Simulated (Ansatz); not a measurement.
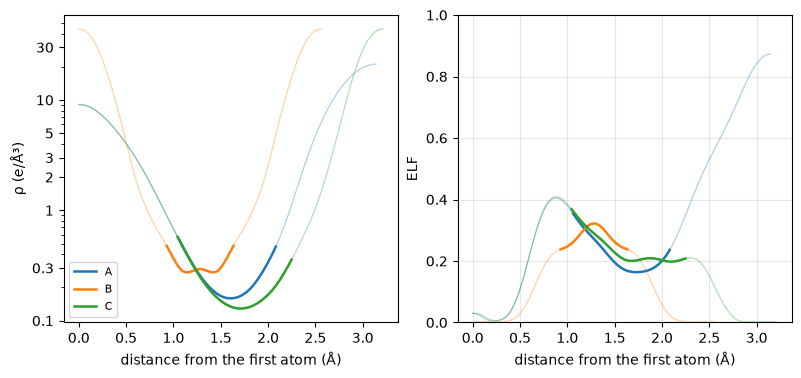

Figure 1: Tl$_{2}$Zn$_{2}$Ag. Valence electron density and ELF along straight lines between neighbouring atoms. Thin, pale parts lie inside the atomic spheres.

Space group I4/mmm; started from the ThCr2Si2_139 prototype, which need not be the ambient phase; computed without spin polarisation.

Method: DFT PBE, scalar-relativistic, plane waves, PAW in Ansatz 0.2.0.

Core electrons are frozen (PAW), and the valence fields are smoothed inside the atomic spheres.

> Which curve belongs to which contact (Tl–Ag, Tl–Zn and Zn–Zn)? The first atom named is at distance zero.

Curve A: Tl–Ag (3.14 Å): ρ at the midpoint is about 0.16 e/Å³; the ELF is about 0.20 at the midpoint (no localised pair shows between them). Curve B: Zn–Zn (2.56 Å): ρ is about 0.29 e/Å³ halfway; the ELF is about 0.30 at the midpoint. Curve C: Tl–Zn (3.21 Å): ρ at the midpoint is about 0.13 e/Å³; the ELF is about 0.20 at the midpoint (no localised pair shows between them).
